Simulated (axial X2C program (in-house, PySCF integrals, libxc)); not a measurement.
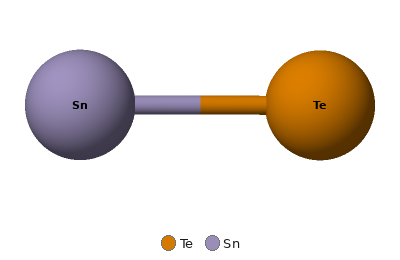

Fig. 1: The molecule at the reference distance of 2.529 Å.

## Relativistic diatomic calculation for TeSn⁻

TeSn⁻. The reference is closed-shell TeSn; the roots are the vertical energy changes on adding an electron to it, which gives states of TeSn⁻. The distance is the PBE0 minimum at charge 0. Computed at this level: EOM-EA-CCSD, two-component X2C with atomic mean-field Coulomb and Gaunt terms, Te dyall-acv3z, Sn dyall-acv3z (cores contracted) (axial X2C program (in-house, PySCF integrals, libxc)).

### Log
```
two-component X2C + atomic mean field  HF
basis functions 285  fitting functions 1427  grid points 5801
iter        total energy     max residual
   1     -12953.414497973     1.09e+01
   2     -12959.351460931     4.05e-02
   3     -12959.381790602     2.67e-02
   4     -12959.393296354     1.46e-03
   5     -12959.393447932     5.21e-04
   6     -12959.393475233     5.26e-04
   7     -12959.393484450     2.12e-04
   8     -12959.393488721     9.82e-05
   9     -12959.393489899     4.32e-05
  10     -12959.393490190     1.38e-05
  11     -12959.393490209     1.01e-05
  12     -12959.393490219     6.37e-06
  13     -12959.393490226     2.24e-06
  14     -12959.393490227     5.71e-07
converged
one-electron -18883.43218067  Coulomb 5726.22852738  exact exchange -338.65956835  xc functional 0.00000000  nuclear repulsion 544.03351063  atomic mean-field constant -7.56377922
correlated 10  virtual 372  natural virtual 92  E(MP2) -0.208885639  MP2 remainder -0.023030517
iter   CCSD correlation   residual
   1     -0.194731881   1.59e-01
   2     -0.201481119   7.24e-02
   3     -0.204287252   3.26e-02
   4     -0.204398482   1.18e-02
   5     -0.204485043   4.65e-03
   6     -0.204488757   1.53e-03
   7     -0.204491206   4.45e-04
   8     -0.204494504   2.02e-04
   9     -0.204493187   1.10e-04
  10     -0.204494079   6.26e-05
  11     -0.204493329   2.97e-05
  12     -0.204493417   1.15e-05
  13     -0.204493404   4.26e-06
(T) -0.012972548188056578  T1 0.0425  D1 0.0658  max T2 0.062
EOM-EA-CCSD roots
2*Omega      energy/Eh   energy/eV  one-particle weight
    1      -0.03505897     -0.9540      0.941
    1       0.01906038      0.5187      0.983
    1       0.02475168      0.6735      0.982
    1       0.03290978      0.8955      0.989
    1       0.05803942      1.5793      0.983
    3      -0.02610964     -0.7105      0.943
    3       0.03381589      0.9202      0.989
    3       0.07480252      2.0355      0.987
    3       0.08922666      2.4280      0.958
    5       0.08882892      2.4172      0.959
    5       0.13483418      3.6690      0.000
    7       0.15675961      4.2656      0.001
```

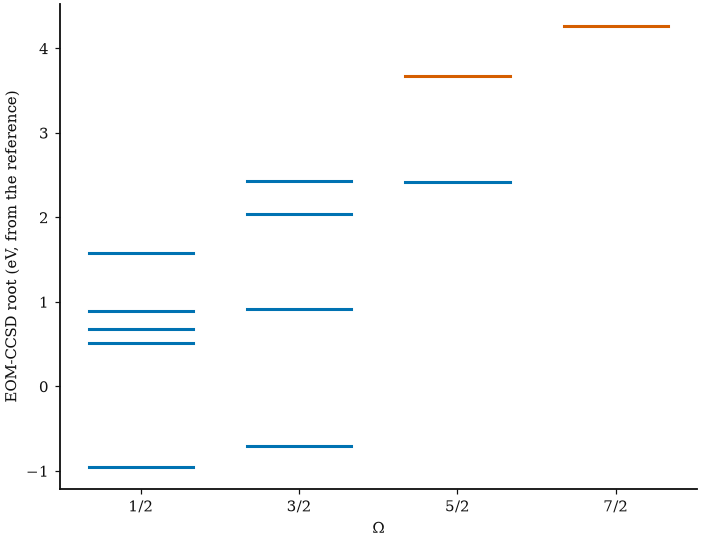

Fig. 2: EOM-CCSD roots by Ω at 2.53 Å; roots whose one-particle weight is under 0.8 have the second colour. The lowest has Ω = 1/2 and lies at −0.954 eV, with one-particle weight 0.94. 2 of the 12 roots are less well described at this level.

### Input file
```
{"zs": [52, 50], "q": -1, "bas": ["dyall-acv3z", "dyall-acv3z"], "r0": 2.58, "eom": "ea", "thr": -1.0, "nmax": 92, "grid": [1, 0.96, 1.045, 0.92, 1.09, 1.15], "rq": 0}
```

The line is the task of a batch: nuclear charges, charge, bases, a first guess of the distance and further settings. This report covers the levels named above. The log is that of the reference distance 2.529 Å.

The run was one of a batch that the task file lists, launched with:
```bash
python <driver script> task.json out
```

### Summary

- outcome: converged
- HF energy of the reference TeSn: −12959.39349 hartree
- MP2 energy of the reference TeSn: −12959.60238 hartree
- CCSD energy of the reference TeSn (with the MP2 share of the virtual spinors left out of the coupled-cluster step): −12959.62101 hartree
- CCSD(T) energy of the reference TeSn: −12959.63399 hartree
- T1 diagnostic (spinor form; for a closed shell √2 times the usual value): 0.043
- hardware: 1 thread of Arm Neoverse N1, 16 GiB of memory available, shared host
- wall time: 19 s
- peak memory: 0.78 GiB
